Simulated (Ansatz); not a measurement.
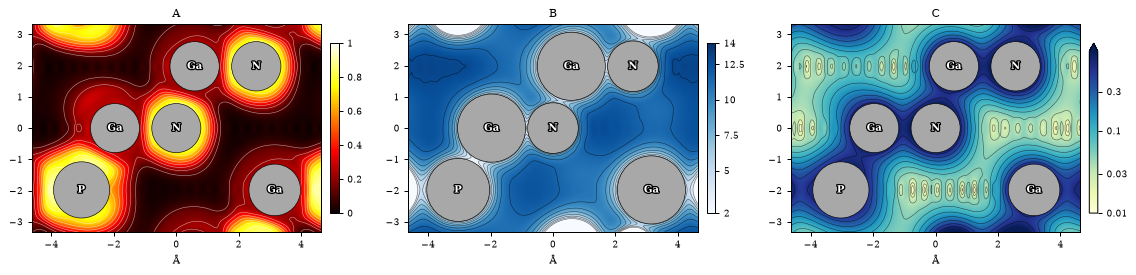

Ga₃PN₂: 3 fields on the (110) plane of the conventional cell, with unlabelled colour scales. Grey discs cover the atomic cores.

Space group P3m1; started from the ordered alloy on zincblende lattice prototype, which need not be the ambient phase.

Method: DFT, PBE, plane waves, PAW in Ansatz.

The panels show electron localisation function, electrostatic potential energy of an electron and valence pseudo-density in some order. Assign them.

Answer. Panel A: electron localisation function. Panel B: electrostatic potential energy of an electron (low next to the atoms, rising into the space between them). Panel C: valence pseudo-density. From the grid: Ga–P (2.25 Å): the density is about 0.64 e/Å³ at the midpoint; the ELF peaks at about 0.90 in the valence shell of P, 0.8 Å from its nucleus, and is about 0.75 at the midpoint.
